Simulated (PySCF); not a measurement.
C₄H₆FOSi₂ (SMILES Fc1[c]coc1[SiH2][SiH3]) (doublet)

```xyz
14

F     0.4774   -2.3586   -0.6197
C     1.2181   -1.2718   -0.3939
C     2.5774   -1.1970   -0.0786
C     2.8815    0.1164    0.0685
O     1.7834    0.8651   -0.1515
C     0.7560    0.0209   -0.4364
Si   -0.9554    0.7233   -0.7735
Si   -2.3669    0.1290    0.9684
H     3.7961    0.6182    0.3072
H    -1.3626    0.1939   -2.0813
H    -0.6970    2.1566   -0.9480
H    -1.8946    0.6430    2.2589
H    -2.5078   -1.3210    1.1106
H    -3.7064    0.6817    0.7471
```

Geometry: GFN2-xTB.

All numbers below come from UKS B3LYP, pcH-1 on C F H O Si, non-relativistic, mean-field spin-orbit, GIAO (PySCF).

Predict the electron density, electron localisation function and spin density between the atoms.

Answer. C–F (1.33 Å): ρ is about 2.3 e/Å³ halfway; the ELF peaks at about 0.85 between the atoms, as expected for a polar covalent bond.
C–O (1.35 Å): ρ is about 2.4 e/Å³ halfway; the ELF peaks at about 0.90 between the atoms (a shared but strongly polarised pair).
C–C (1.36 Å): ρ is about 2.2 e/Å³ halfway; the ELF peaks at about 0.95 between the atoms: a covalent bond.
C–Si (1.88 Å): ρ is about 0.92 e/Å³ halfway; the ELF peaks at about 0.95 between the atoms; a covalent bond.
The unpaired spin (1 electron) lies mostly on C3 (about 0.8), in electrons by Hirshfeld's partition.

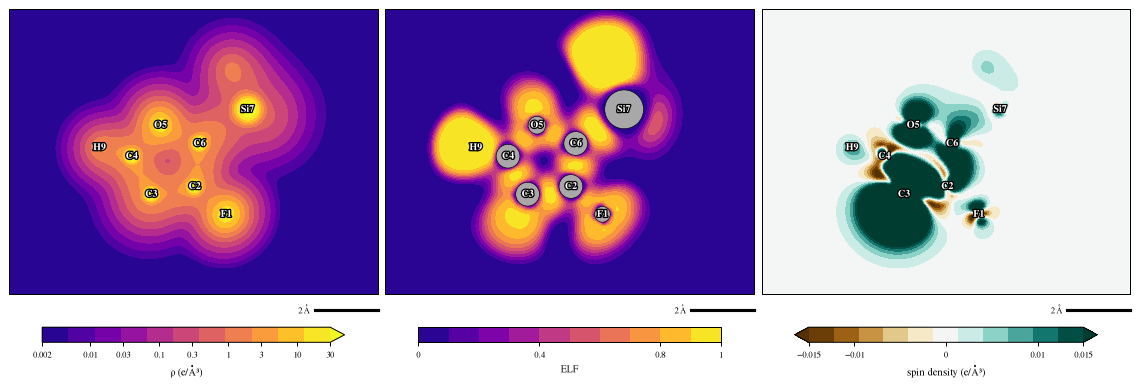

Computed electron density, electron localisation function and spin density on the plane of atoms F1, C2 and C6, in this order. Grey discs cover the atomic cores in the ELF map. 
